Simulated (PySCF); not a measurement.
**GeH4O···NH3 (SMILES [OH][GeH3].N): density, localisation and related maps**

```json
{"atom": "O", "x (Å)": "1.1971", "y (Å)": "1.1378", "z (Å)": "-0.2797"}
{"atom": "Ge", "x (Å)": "-0.1940", "y (Å)": "0.0640", "z (Å)": "-0.0139"}
{"atom": "H", "x (Å)": "2.0315", "y (Å)": "0.6461", "z (Å)": "-0.4400"}
{"atom": "H", "x (Å)": "-0.0288", "y (Å)": "-0.7254", "z (Å)": "1.3036"}
{"atom": "H", "x (Å)": "-1.4205", "y (Å)": "0.9829", "z (Å)": "0.0608"}
{"atom": "H", "x (Å)": "-0.3335", "y (Å)": "-0.9371", "z (Å)": "-1.1824"}
{"atom": "N", "x (Å)": "3.6430", "y (Å)": "-0.2240", "z (Å)": "-0.7595"}
{"atom": "H", "x (Å)": "4.1957", "y (Å)": "-0.2892", "z (Å)": "0.0909"}
{"atom": "H", "x (Å)": "3.5955", "y (Å)": "-1.1548", "z (Å)": "-1.1646"}
{"atom": "H", "x (Å)": "4.1577", "y (Å)": "0.3632", "z (Å)": "-1.4104"}
```

Geometry: PBE0-D3(BJ)/def2-SVPD.

These are results of wB97M-D3(BJ)/def2-TZVPD, SCF density, gas phase (PySCF 2.14.0), not measurements.

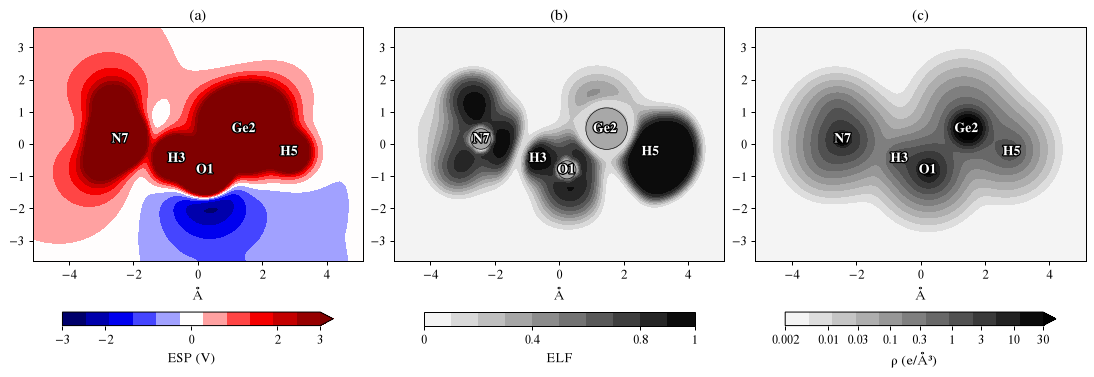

Figure 1. (a) electrostatic potential; (b) electron localisation function; (c) electron density on the plane of atoms Ge2, O1 and H3. Grey discs cover the atomic cores in the ELF map.

**Read the bonding off the picture.**

- The section cuts through O, Ge, H and N sites.
- N7···H3 (1.86 Å): the density falls to about 0.24 e/Å³ on the way; the ELF dips to about 0.15 between them; by its geometry a hydrogen bond between the two molecules, with no shared pair.
- Ge–O (1.78 Å): ρ at the midpoint is about 1 e/Å³; the ELF peaks at about 0.85 in the valence shell of O, 0.6 Å from its nucleus, and is about 0.35 at the midpoint.
- O–H (0.98 Å): ρ is about 3.7 e/Å³ halfway; the ELF climbs to about 1 towards the hydrogen, as it does in any bond to H (a covalent bond by its length).
- Ge–H (1.53 Å): the density is about 1.1 e/Å³ at the midpoint; the ELF climbs to about 1 towards the hydrogen.
- The ELF also peaks beside O1, away from the bonds: lone-pair regions.
- Outside the dense part of the complex the potential is most negative (−2.5 V) near O1.

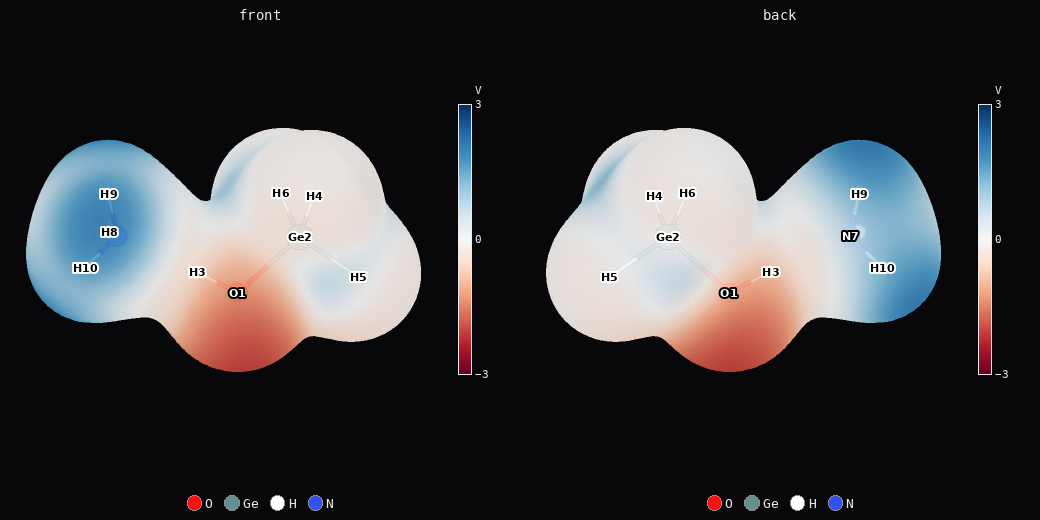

Figure 2. The molecular electrostatic potential painted on the density surface at 0.002 e/bohr³, seen from the front and from behind; red is negative and blue positive.

**Where is the surface potential most negative and most positive?**

The most negative region (about −2.0 V, or −46 kcal/mol for a unit charge) lies over O1, the most positive (about +2.0 V, or +46 kcal/mol for a unit charge) over H8, H9 and H10. O1 is the likeliest acceptor of a hydrogen bond.
